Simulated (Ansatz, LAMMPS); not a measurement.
# Elastic response of glassy 60SiO2-7Al2O3-17Li2O-17SrO (mol %) (89 atoms), part 2 of 4

Aim: relax glassy 60SiO2-7Al2O3-17Li2O-17SrO (mol %) (89 atoms), then change its volume and shape to read moduli from the stress.

Ansatz 0.2.0; Kohn-Sham DFT, r2SCAN, PAW (set soft_2), plane waves.

The cell: 18 Si, 4 Al, 10 Li, 5 Sr and 52 O. The quench rate of 50 K/ps is many orders above laboratory rates. The starting topology of bonds comes from the classical model. Only the Γ point is sampled.

So far. Step 2 (Single point at the start): The r.m.s. force at the start is 1.3 eV/Å. Step 3 (Cell and atoms relaxed): The relaxation converged after 21 steps, with a largest force component of 0.044 eV/Å.

## (4) Single point at the relaxed geometry

The electronic structure is read at the final geometry, in a run of its own.

input.yaml

```yaml
crystal:
  lattice:
    - [10.4618, -0.04966, -0.11372]
    - [-0.04966, 10.60481, -0.00657]
    - [-0.11372, -0.00657, 10.1279]
  atoms:
    - { symbol: Si, position: [0.57119, 0.81218, 0.37045] }
    - { symbol: Si, position: [0.21143, 0.09695, 0.53296] }
    - { symbol: Si, position: [0.73837, 0.0218, 0.98947] }
    - { symbol: Si, position: [0.99717, 0.93495, 0.09666] }
    - { symbol: Si, position: [0.56831, 0.67, 0.09715] }
    - { symbol: Si, position: [0.36481, 0.07499, 0.78654] }
    [... 77 atom lines left out ...]
    - { symbol: O, position: [0.80252, 0.14871, 0.93526] }
    - { symbol: O, position: [0.26702, 0.14406, 0.38989] }
    - { symbol: O, position: [0.92223, 0.88343, 0.74771] }
    - { symbol: O, position: [0.57022, 0.77252, 0.71775] }
    - { symbol: O, position: [0.15748, 0.66304, 0.42358] }
    - { symbol: O, position: [0.65365, 0.94241, 0.34194] }
kpoints:
  mp_grid: { grid: [1, 1, 1] }
hamiltonian:
  xc: r2scan
scf:
  occupations: { method: fixed }
output:
  forces: true
  stress: true
  populations: true
  dos:
    method: { smearing: { sigma: 0.1 } }
    de: 0.1
    projected: { site_lists: { Al: [Al], Li: [Li], O: [O], Si: [Si], Sr: [Sr] } }
  eigenvalues: true
  write_density: true
  write_potential: true
  volumetric_format: npy
  elf: true
```

Command:

```bash
$ ansatz run input.yaml --threads 4 --pin off --max-ram 8192MiB --backend cpu --events-out ev --progress --plain --runs-dir out
```

Numbers of over 12 decimals in the logs are rounded to 6 here.

Log:

```text
[...]
Crystal: 89 atoms, lattice volume = 1123.481 Å³
Basis set: ecut = 500 eV, 28519 PW (Γ), exchange–correlation on 320×320×300 points (64 copies of the dense FFT grid, shifted against one another)
Bands: 327, of which v1, the nominal top of the filled ones, is band 238 counted from 1 (237 counted from 0)
Symmetry: 1 space group operations
[...]
k-points: 1
[...]
SCF iter   1: F=—  HF=-63180.459944 eV  |F-HF|=—  |Δ(HF+E_count)|=         —  Δρ=7.41e-3  dr2=6.75e-1  dr2_τ=6.03e0  ethr=1.77e-3  ⟨swp⟩=6.0  Hψ=1272  notcnv=0  defer=87
[...]
SCF iter   9: F=-63182.992576 eV  HF=-63182.992576 eV  |F-HF|=5.66e-9  |Δ(HF+E_count)|=   7.07e-9  Δρ=1.89e-6  dr2=4.08e-8  dr2_τ=3.92e-9  ethr=2.10e-11  ⟨swp⟩=21.0  Hψ=3532  notcnv=0
SCF 1 converged in 9 iterations: F = -63182.992576 eV  dr2 = 4.08e-8
[...]
SCF converged after 9 iterations
Free energy (F): -63182.992576 eV
[...]
Internal energy: -63182.992576 eV  (E = F + TS)
E sigma→0 (E₀):  -63182.992576 eV
Fermi energy:    3.846433 eV
[...]
--- Forces (eV/Å), atoms counted from 1 ---
  atom   1  Si    -0.00327291     0.01071825     0.00389358
  atom   2  Si    -0.01258721    -0.00133763     0.00590173
  atom   3  Si     0.01649565    -0.02757974    -0.02816192
  atom   4  Si     0.02077388    -0.00088001     0.00057105
  atom   5  Si     0.00256429    -0.01558956    -0.02360819
  atom   6  Si     0.00282548     0.01073098     0.00510652
  atom   7  Si     0.00340964    -0.00743318     0.00783014
  atom   8  Si     0.00266800    -0.01573921    -0.03278099
  atom   9  Si     0.00702837    -0.04436116    -0.01594084
  atom  10  Si    -0.02879421    -0.02795407     0.01872287
  atom  11  Si    -0.00008624    -0.01624936    -0.00079653
  atom  12  Si     0.00101916     0.01551675    -0.00310018
  atom  13  Si     0.00628563     0.02291066     0.01080147
  atom  14  Si    -0.02486898    -0.01106986    -0.00256205
[...]
atom  88  O     -0.00128225    -0.01104542     0.00189447
  atom  89  O      0.00363529     0.00736262    -0.00402381
  max |Σ_I F_I| component: 3.10e-4 eV/Å
--- Stress (GPa, compression-positive) ---
       -0.012107       0.003949       0.002330
        0.003952      -0.001085       0.023620
        0.002339       0.023607      -0.000448
  P = ⅓ Tr σ = -0.0045 GPa (-0.045 kbar)
--- Band table (eV) ---
[...]
--- Löwdin populations: 89 sites ---
  site symbol       q [e]
     0     Si      2.2651
     1     Si      2.2286
     2     Si      2.1767
[...]
88      O      6.8385
  spilling = 0.012462 (of n_electrons = 476.000000)
```

Elapsed: 27 s, on 4 threads of Intel Xeon Platinum 8375C at 2.90GHz (Ice Lake), shared host; peak memory 3 GiB; 1.7 min of CPU time.

Read from the output:

- free energy: -63182.9926 eV
- free energy per atom: -709.9213 eV/atom
- SCF cycles: 9
- pressure: -0.004547 GPa
- r.m.s. force component: 0.01154 eV/Å
- longest force: 0.05623 eV/Å
- Fermi energy: 3.846 eV
- gap (highest filled to lowest empty level): 4.616 eV
- spilling of the projection: 0.01246

Löwdin charges by element (they lack the spilled electrons, 0.067 e an atom on average):

| element | coordination | atoms | mean charge (e) | spread | least | most |
| --- | --- | --- | --- | --- | --- | --- |
| Al | all | 4 | 1.33 | 0.0364 | 1.28 | 1.38 |
| Li | all | 10 | 0.798 | 0.0146 | 0.782 | 0.827 |
| O | all | 52 | -0.922 | 0.0875 | -1.14 | -0.817 |
| Si | all | 18 | 1.74 | 0.0497 | 1.64 | 1.82 |
| Sr | all | 5 | 1.84 | 0.0123 | 1.82 | 1.86 |

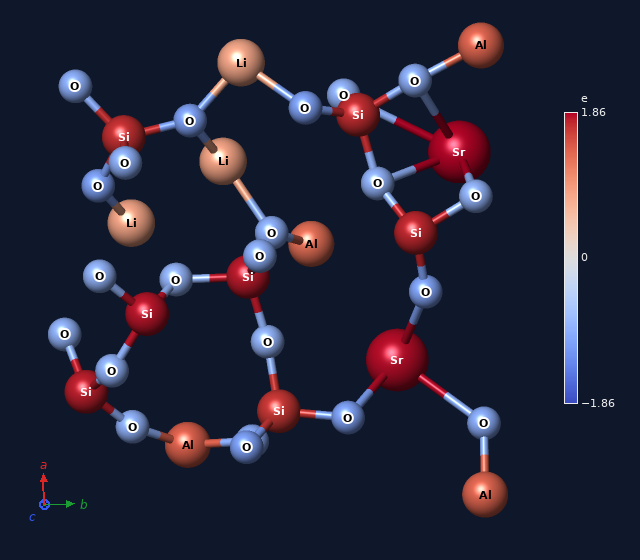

Atoms coloured by Löwdin charge. Drawn is a slice 4 Å thick, seen along the normal of the ab plane.

States in the cell by windows of 1 eV, zero at the Fermi level; the larger projections on atomic orbitals stand beside the total:

```
from (eV)  to (eV)  total   O p  Si p   O s  Sr p
      -18      -17   21.2   0.2   2.3  16.7   0.6
      -17      -16    3.4   0.0   0.0   1.5   1.6
      -16      -15    9.3   0.2   0.0   0.3   8.7
      -15      -14   19.4   0.4   0.1   1.1  17.7
      -14      -11    0.0   0.0   0.0   0.0   0.0
      -11      -10    1.2   0.8   0.1   0.0   0.0
      -10       -9    6.0   4.1   0.3   0.3   0.0
       -9       -8    9.1   6.3   0.6   0.4   0.0
       -8       -7   13.6   9.9   1.6   0.5   0.0
       -7       -6   19.5  14.9   2.9   0.4   0.0
       -6       -5   22.7  17.7   2.6   0.9   0.0
       -5       -4   37.0  30.4   3.0   1.4   0.1
       -4       -3   51.0  44.6   2.4   1.3   0.1
       -3       -2   55.5  51.2   1.2   0.7   0.1
       -2       -1   61.9  58.5   0.9   0.3   0.1
       -1        0   32.6  31.2   0.3   0.1   0.1
        0        1    1.9   1.8   0.0   0.0   0.0
        1        4    0.0   0.0   0.0   0.0   0.0
        4        5    2.0   0.0   0.0   0.5   0.0
```

With fixed occupations the program's Fermi level is the highest filled level; weight inside the gap is the broadening of levels at its edges.

Between -26 and -18 eV lie 81 more states.

The stored curve holds about 446 of the 476 electrons; the rest, give or take the few that broadening carries across the Fermi level, lie in deeper levels below its range.

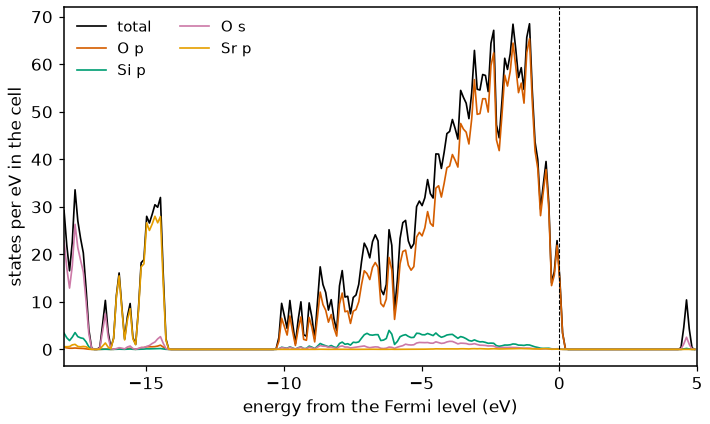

Total and projected density of states, with the broadening of the input.

The levels nearest the highest filled one (over half full), pooled over k-points and spins:

```csv
level less the highest filled one (eV),occupation
-0.447,2
-0.401,2
-0.355,2
-0.155,2
-0.089,2
0,2
4.62,0
5.94,0
6.05,0
6.33,0
6.46,0
6.54,0
```

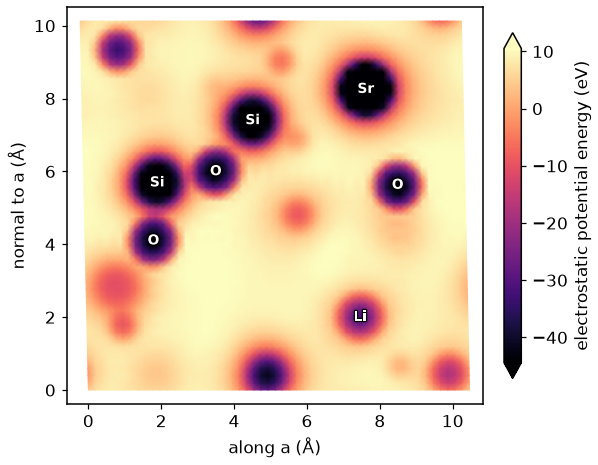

Electrostatic potential energy in the ac plane at fractional y = 0.399, with atoms of Si and Li and Sr and O within 0.2 Å of it. With pseudopotentials it is smooth inside the atoms' cores, unlike the true potential. The map starts off the cell's origin, so that atoms lie inside it.

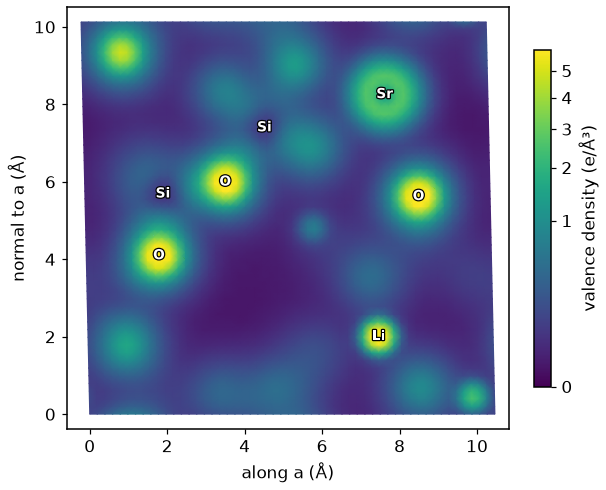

Valence density in the ac plane at fractional y = 0.399, with atoms of Si and Li and Sr and O within 0.2 Å of it. It is the smooth field of the valence electrons, not physical close to the nuclei. The map starts off the cell's origin, so that atoms lie inside it. The colour scale is stretched toward low values.

The highest filled and lowest empty levels differ by 4.62 eV (at Γ alone); a semilocal functional tends to put such gaps too low. In a disordered cell it changes from sample to sample, and tail or defect levels can set it. Mean Löwdin charges: Al +1.33, Li +0.80, O -0.92, Si +1.74, Sr +1.84 e (they miss 1.2 % of the electrons, so they add up to more than the cell's charge).

## (5) Volume -3 %

The relaxed cell is scaled evenly and the atoms are relaxed again; the stress at the end gives one point of P(V).

input.yaml, the sections that differ from step 4:

```yaml
crystal:
  lattice:
    - [10.35612, -0.04916, -0.11257]
    - [-0.04916, 10.49768, -0.0065]
    - [-0.11257, -0.0065, 10.02559]
  atoms:
    [... the 89 atom lines of step 4 ...]
output:
  forces: true
  eigenvalues: true
  stress: true
relax:
  f_tol: 0.05
  max_steps: 70
# kpoints, hamiltonian, scf: as in step 4
```

Log:

```text
Warning: output.stress: scf.convergence.dr2_threshold = 1e-7 eV (the SCF's general default) is looser than the 8.9e-9 eV advised for a printed stress (1e-10 eV for each atom of the cell: 89). What an SCF threshold leaves in a stress goes as its square root, and in the free energy as the threshold itself, and one threshold admits the most on a small cell: [...]
[...]
Crystal: 89 atoms, lattice volume = 1089.777 Å³
Basis set: ecut = 500 eV, 27673 PW (Γ), exchange–correlation on 320×320×300 points (64 copies of the dense FFT grid, shifted against one another)
Bands: 327, of which v1, the nominal top of the filled ones, is band 238 counted from 1 (237 counted from 0)
Symmetry: 1 space group operations
[...]
k-points: 1
[...]
SCF iter   1: F=—  HF=-63179.811078 eV  |F-HF|=—  |Δ(HF+E_count)|=         —  Δρ=7.48e-3  dr2=6.56e-1  dr2_τ=6.50e0  ethr=1.77e-3  ⟨swp⟩=6.0  Hψ=1270  notcnv=0  defer=87
[...]
SCF iter   5: F=—  HF=-63182.468537 eV  |F-HF|=—  |Δ(HF+E_count)|=   2.40e-4  Δρ=1.28e-4  dr2=1.28e-4  dr2_τ=1.51e-5  ethr=3.71e-7  ⟨swp⟩=2.0  Hψ=429  notcnv=0  defer=87
SCF iter   6: F=-63182.468590 eV  HF=-63182.468600 eV  |F-HF|=1.08e-5  |Δ(HF+E_count)|=   6.29e-5  Δρ=4.94e-5  dr2=2.24e-5  dr2_τ=2.90e-6  ethr=1.31e-8  ⟨swp⟩=16.0  Hψ=2617  notcnv=0
SCF 1 converged in 6 iterations: F = -63182.468590 eV  dr2 = 2.24e-5
[...]
relax step   1: F+E_penalty+E_count = -63182.46858959 eV  Δ(F+E_penalty+E_count) = +0.000e0 eV  max|allowed force component| = 5.857e-1 eV/Å  Δτ_max = 0.0000 Å  (6 SCF iters, dr2 threshold 6.25e-5 eV, accepted)
[...]
relax step   2: F+E_penalty+E_count = -63182.65536976 eV  Δ(F+E_penalty+E_count) = -1.868e-1 eV  max|allowed force component| = 3.384e-1 eV/Å  Δτ_max = 0.0662 Å  (6 SCF iters, dr2 threshold 2.14e-5 eV, accepted)
[...]
relax step   3: F+E_penalty+E_count = -63182.75993083 eV  Δ(F+E_penalty+E_count) = -1.046e-1 eV  max|allowed force component| = 2.325e-1 eV/Å  Δτ_max = 0.0639 Å  (6 SCF iters, dr2 threshold 7.16e-6 eV, accepted)
relax step   4: F+E_penalty+E_count = -63182.72740574 eV  Δ(F+E_penalty+E_count) = +3.253e-2 eV  max|allowed force component| = 4.987e-1 eV/Å  Δτ_max = 0.2000 Å  (7 SCF iters, dr2 threshold 1.80e-5 eV, rejected (line search))
relax step   5: F+E_penalty+E_count = -63182.80619448 eV  Δ(F+E_penalty+E_count) = -4.626e-2 eV  max|allowed force component| = 1.103e-1 eV/Å  Δτ_max = 0.0977 Å  (9 SCF iters, accepted)
relax step   6: F+E_penalty+E_count = -63182.81009199 eV  Δ(F+E_penalty+E_count) = -3.898e-3 eV  max|allowed force component| = 1.029e-1 eV/Å  Δτ_max = 0.0367 Å  (6 SCF iters, dr2 threshold 2.74e-6 eV, accepted)
relax step   7: F+E_penalty+E_count = -63182.81557176 eV  Δ(F+E_penalty+E_count) = -5.480e-3 eV  max|allowed force component| = 7.919e-2 eV/Å  Δτ_max = 0.0451 Å  (8 SCF iters, accepted)
relax step   8: F+E_penalty+E_count = -63182.82051915 eV  Δ(F+E_penalty+E_count) = -4.947e-3 eV  max|allowed force component| = 3.551e-2 eV/Å  Δτ_max = 0.0306 Å  (5 SCF iters, dr2 threshold 3.72e-6 eV, accepted)
[...]
relax step   9: F+E_penalty+E_count = -63182.82052031 eV  Δ(F+E_penalty+E_count) = -1.153e-6 eV  max|allowed force component| = 3.559e-2 eV/Å  Δτ_max = 0.0000 Å  (4 SCF iters, accepted)
[...]
SCF iter   2: F=-63182.820520 eV  HF=-63182.820520 eV  |F-HF|=1.27e-9  |Δ(HF+E_count)|=   1.10e-9  Δρ=2.82e-7  dr2=1.03e-9  dr2_τ=9.65e-11  ethr=1.00e-12  ⟨swp⟩=3.0  Hψ=716  notcnv=0
SCF 10 converged in 2 iterations: F = -63182.820520 eV  dr2 = 1.03e-9
SCF converged after 2 iterations
Free energy (F): -63182.820520 eV
[...]
Internal energy: -63182.820520 eV  (E = F + TS)
E sigma→0 (E₀):  -63182.820520 eV
Fermi energy:    4.135484 eV
[...]
Σ components = -63182.820520   (vs F -63182.820520, Δ=0.00e0)
--- Forces (eV/Å), atoms counted from 1 ---
  atom   1  Si     0.01433246     0.00921270     0.00608636
  atom   2  Si     0.00389952     0.00912997    -0.00633595
  atom   3  Si    -0.00822514    -0.02064102    -0.00546884
  atom   4  Si    -0.01110069    -0.00731535    -0.01715775
[...]
atom  89  O      0.00147554     0.01076599    -0.00718166
  max |Σ_I F_I| component: 3.22e-4 eV/Å
--- Stress (GPa, compression-positive) ---
        1.718586       0.145615      -0.119297
        0.145614       1.761601       0.129151
       -0.119286       0.129133       1.605558
  P = ⅓ Tr σ = 1.6952 GPa (16.952 kbar)
--- Band table (eV) ---
[...]
--- Relaxed structure (9 steps of the walk, 8 accepted, 0 SCFs on fresh bases) ---
  F+E_penalty+E_count = -63182.82052031 eV   max|allowed force component| = 3.559e-2 eV/Å
  atoms:
    - { symbol: Si, position: [0.568566, 0.811333, 0.374914] }
    - { symbol: Si, position: [0.209679, 0.096570, 0.529667] }
    - { symbol: Si, position: [0.738186, 0.019913, 0.989822] }
    - { symbol: Si, position: [0.997612, 0.936091, 0.096344] }
[...]
- { symbol: O, position: [0.656188, 0.939809, 0.346239] }
```

The job ended after 3 min (4 threads; peak memory 3 GiB; 11 min of CPU time).

The program notes that the SCF threshold is loose for the stress.

The relaxation converged after 9 steps, 0.352 eV below its start, with a largest force component of 0.036 eV/Å.

Volume -3 %: the energy stands 0.172 eV above that of the reference, at a pressure of 1.70 GPa.

## (6) Volume +3 %

The relaxed cell is scaled to another volume.

Input and log are left out; they have the form of those shown for this kind of step.

The job ended after 2.9 min (4 threads of Intel Xeon Platinum 8375C at 2.90GHz (Ice Lake), shared host; peak memory 3.1 GiB; 11 min of CPU time).

The relaxation converged after 8 steps, 0.330 eV below its start, with a largest force component of 0.038 eV/Å.

Volume +3 %: the energy stands 0.145 eV above that of the reference, at a pressure of -1.43 GPa.

## (7) Volume -6 %

The relaxed cell is scaled to another volume.

input.yaml, the sections that differ from step 5:

```yaml
crystal:
  lattice:
    - [10.24823, -0.04865, -0.1114]
    - [-0.04865, 10.38832, -0.00644]
    - [-0.1114, -0.00644, 9.92115]
  atoms:
    [... the 89 atom lines of step 4 ...]
# kpoints, hamiltonian, scf, output, relax: as in step 5
```

Log:

```text
[...]
Crystal: 89 atoms, lattice volume = 1056.072 Å³
Basis set: ecut = 500 eV, 26785 PW (Γ), exchange–correlation on 300×320×300 points (64 copies of the dense FFT grid, shifted against one another)
Bands: 327, of which v1, the nominal top of the filled ones, is band 238 counted from 1 (237 counted from 0)
Symmetry: 1 space group operations
[...]
k-points: 1
[...]
SCF iter   1: F=—  HF=-63177.992973 eV  |F-HF|=—  |Δ(HF+E_count)|=         —  Δρ=7.57e-3  dr2=6.40e-1  dr2_τ=7.02e0  ethr=1.77e-3  ⟨swp⟩=6.0  Hψ=1271  notcnv=0  defer=86
[...]
SCF iter   5: F=—  HF=-63180.780261 eV  |F-HF|=—  |Δ(HF+E_count)|=   2.29e-4  Δρ=1.25e-4  dr2=1.21e-4  dr2_τ=1.40e-5  ethr=3.47e-7  ⟨swp⟩=2.0  Hψ=429  notcnv=0  defer=87
SCF iter   6: F=-63180.780311 eV  HF=-63180.780320 eV  |F-HF|=9.64e-6  |Δ(HF+E_count)|=   5.93e-5  Δρ=4.79e-5  dr2=1.98e-5  dr2_τ=2.71e-6  ethr=1.31e-8  ⟨swp⟩=17.0  Hψ=2474  notcnv=0
SCF 1 converged in 6 iterations: F = -63180.780311 eV  dr2 = 1.98e-5
[...]
relax step   1: F+E_penalty+E_count = -63180.78031073 eV  Δ(F+E_penalty+E_count) = +0.000e0 eV  max|allowed force component| = 1.249e0 eV/Å  Δτ_max = 0.0000 Å  (6 SCF iters, dr2 threshold 6.25e-5 eV, accepted)
[...]
relax step   2: F+E_penalty+E_count = -63181.56177389 eV  Δ(F+E_penalty+E_count) = -7.815e-1 eV  max|allowed force component| = 6.928e-1 eV/Å  Δτ_max = 0.1193 Å  (6 SCF iters, dr2 threshold 9.75e-5 eV, accepted)
[...]
relax step   3: F+E_penalty+E_count = -63182.00649671 eV  Δ(F+E_penalty+E_count) = -4.447e-1 eV  max|allowed force component| = 4.728e-1 eV/Å  Δτ_max = 0.1293 Å  (6 SCF iters, dr2 threshold 3.00e-5 eV, accepted)
relax step   4: F+E_penalty+E_count = -63182.13704927 eV  Δ(F+E_penalty+E_count) = -1.306e-1 eV  max|allowed force component| = 4.505e-1 eV/Å  Δτ_max = 0.2000 Å  (7 SCF iters, dr2 threshold 6.87e-5 eV, accepted)
relax step   5: F+E_penalty+E_count = -63182.19843633 eV  Δ(F+E_penalty+E_count) = -6.139e-2 eV  max|allowed force component| = 2.028e-1 eV/Å  Δτ_max = 0.0825 Å  (6 SCF iters, dr2 threshold 9.45e-5 eV, accepted)
relax step   6: F+E_penalty+E_count = -63182.21711929 eV  Δ(F+E_penalty+E_count) = -1.868e-2 eV  max|allowed force component| = 2.037e-1 eV/Å  Δτ_max = 0.2000 Å  (7 SCF iters, dr2 threshold 8.33e-6 eV, accepted)
relax step   7: F+E_penalty+E_count = -63182.24160674 eV  Δ(F+E_penalty+E_count) = -2.449e-2 eV  max|allowed force component| = 1.515e-1 eV/Å  Δτ_max = 0.0672 Å  (5 SCF iters, dr2 threshold 8.41e-6 eV, accepted)
relax step   8: F+E_penalty+E_count = -63182.24986630 eV  Δ(F+E_penalty+E_count) = -8.260e-3 eV  max|allowed force component| = 1.176e-1 eV/Å  Δτ_max = 0.0466 Å  (6 SCF iters, dr2 threshold 1.27e-5 eV, accepted)
relax step   9: F+E_penalty+E_count = -63182.25802626 eV  Δ(F+E_penalty+E_count) = -8.160e-3 eV  max|allowed force component| = 7.177e-2 eV/Å  Δτ_max = 0.0282 Å  (6 SCF iters, dr2 threshold 7.65e-6 eV, accepted)
relax step  10: F+E_penalty+E_count = -63182.24381463 eV  Δ(F+E_penalty+E_count) = +1.421e-2 eV  max|allowed force component| = 1.831e-1 eV/Å  Δτ_max = 0.0881 Å  (9 SCF iters, rejected (line search))
[...]
relax step  11: F+E_penalty+E_count = -63182.26175279 eV  Δ(F+E_penalty+E_count) = -3.727e-3 eV  max|allowed force component| = 3.825e-2 eV/Å  Δτ_max = 0.0316 Å  (9 SCF iters, accepted)
[...]
SCF iter   2: F=-63182.261753 eV  HF=-63182.261753 eV  |F-HF|=2.75e-9  |Δ(HF+E_count)|=   2.94e-9  Δρ=4.45e-7  dr2=2.84e-9  dr2_τ=2.08e-10  ethr=1.91e-12  ⟨swp⟩=3.0  Hψ=743  notcnv=0
SCF 12 converged in 2 iterations: F = -63182.261753 eV  dr2 = 2.84e-9
SCF converged after 2 iterations
Free energy (F): -63182.261753 eV
[...]
Internal energy: -63182.261753 eV  (E = F + TS)
E sigma→0 (E₀):  -63182.261753 eV
Fermi energy:    4.448000 eV
[...]
Σ components = -63182.261753   (vs F -63182.261753, Δ=0.00e0)
--- Forces (eV/Å), atoms counted from 1 ---
  atom   1  Si    -0.00017943    -0.00523481     0.02319022
  atom   2  Si    -0.01219129    -0.01855599    -0.00303563
  atom   3  Si    -0.00683356    -0.00808061     0.00360814
  atom   4  Si     0.01823348    -0.01001391     0.02054401
[...]
atom  89  O     -0.00588868     0.00394463    -0.00803467
  max |Σ_I F_I| component: 2.68e-4 eV/Å
--- Stress (GPa, compression-positive) ---
        3.754784       0.287645      -0.179139
        0.287636       3.803935       0.147395
       -0.179134       0.147389       3.487042
  P = ⅓ Tr σ = 3.6819 GPa (36.819 kbar)
--- Band table (eV) ---
[...]
--- Relaxed structure (11 steps of the walk, 10 accepted, 0 SCFs on fresh bases) ---
  F+E_penalty+E_count = -63182.26175279 eV   max|allowed force component| = 3.825e-2 eV/Å
  atoms:
    - { symbol: Si, position: [0.566451, 0.810784, 0.378835] }
    - { symbol: Si, position: [0.207683, 0.096421, 0.526796] }
    - { symbol: Si, position: [0.737741, 0.018503, 0.990296] }
    - { symbol: Si, position: [0.997912, 0.935700, 0.095562] }
[...]
- { symbol: O, position: [0.659580, 0.936671, 0.348221] }
```

The job ended after 3.5 min (4 threads; peak memory 2.9 GiB).

The relaxation converged after 11 steps, 1.48 eV below its start, with a largest force component of 0.038 eV/Å.

Volume -6 %: the energy stands 0.731 eV above that of the reference, at a pressure of 3.68 GPa.

[end of part 2 of 4]

[Logs are printed without paths, hosts, clocks, repeated set-up lines and the standing remarks that a program may print on its own settings, such as how far it seeks lower states.]

[Hosts, paths, dates, database ids (printed as entryN), source tags and the programs' standing remarks are cut or masked in the printed files.]
